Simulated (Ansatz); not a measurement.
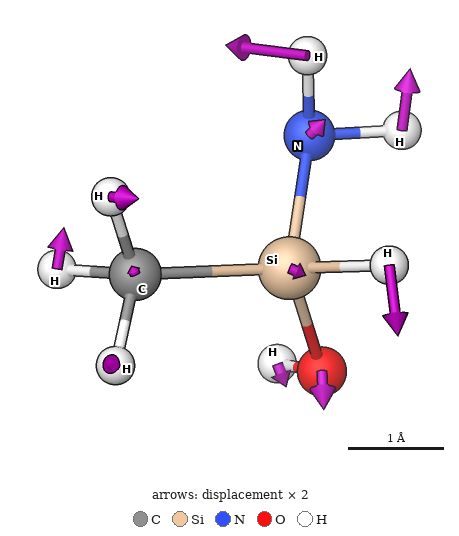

This is a relaxation of CH7NOSi (coarse preliminary run). The starting structure is drawn; purple arrows show the displacements, 2 times their true length. The two geometries are superimposed by the best rigid fit.

A ball-and-stick model, seen from a free direction.

The start comes from a force field.

Method: RKS PBE-D4/def2-SVP in Ansatz. (force threshold 0.03 eV/Å; at most 200 steps)

**Describe the change and its energy.**

An H atom moves most after the best rigid fit: 0.52 Å. By element the largest moves are H 0.52 Å, O 0.22 Å, N 0.13 Å, Si 0.10 Å, C 0.05 Å. Some distances before and after: C–Si 1.771 → 1.883 Å, N–Si 1.666 → 1.744 Å, H–O 0.918 → 0.974 Å, H–Si 1.455 → 1.505 Å. Among the angles between lasting bonds that change: N–Si–H 104.9° → 115.9°, Si–N–H 109.4° → 120.1°, H–N–H 99.7° → 110.2°. The energy falls by 76.6 kJ/mol in 9 accepted moves (10 points after the start). Largest force component: 3.4 eV/Å at the start, 0.0065 eV/Å at the end. The line search rejected the trial step at point 7 of the run.
